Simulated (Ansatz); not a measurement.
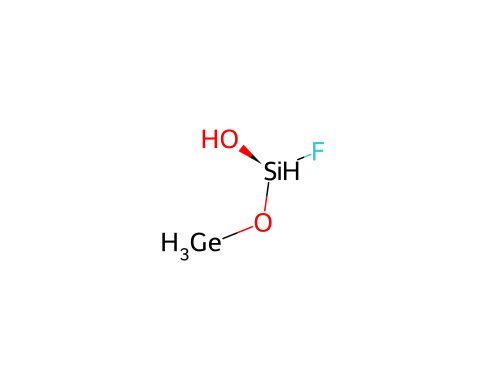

Source: calculation with Ansatz.

A structural formula.

Give its SMILES.

Answer. O[Si@@H](F)[O][GeH3]

Give the formula, hydrogens included.

Answer. FGeH5O2Si.

An optimisation with PBE0-D4/def2-TZVP gave a structure of which point group?

Answer. C1.
